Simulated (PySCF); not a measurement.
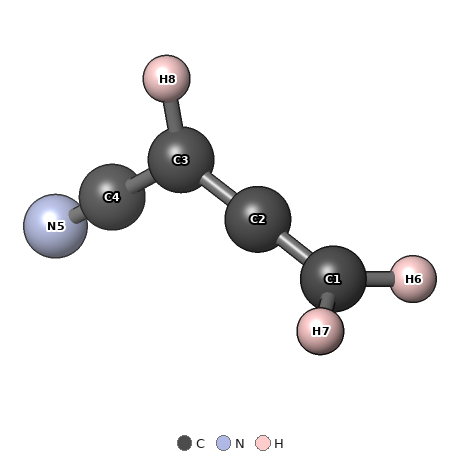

C₄H₃N (cyanoallene), SMILES C=C=CC#N. Simulated ¹H spectrum at 90 MHz, line width 1.0 Hz, from GIAO shifts (PBE0/pcSseg-1, against TMS) and couplings (B3LYP/pcJ-1), PySCF, at a GFN2-xTB geometry (no frequency check). Gas phase, values of one conformer, averaged over methyl-type rotors and exact or near symmetry; couplings among ¹H are treated exactly, other nuclei are left out.

**Give the shifts and couplings that make up the spectrum.**

| δ (ppm) | nuclei | atoms |
| --- | --- | --- |
| 5.51 | 2 | H6, H7 |
| 5.27 | 1 | H8 |


| pair | J (Hz) |
| --- | --- |
| H6–H8, H7–H8 | −9.0 |

Not listed: couplings under 0.5 Hz, those between magnetically equivalent nuclei.

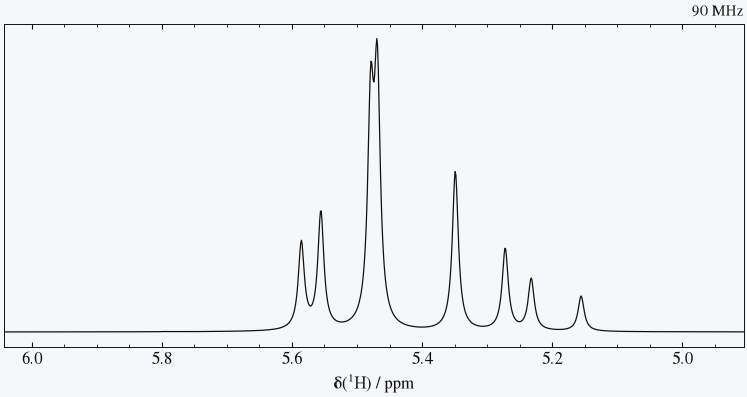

Limits of at least one run: the tight-binding geometry is rougher than a DFT one and adds to the error.
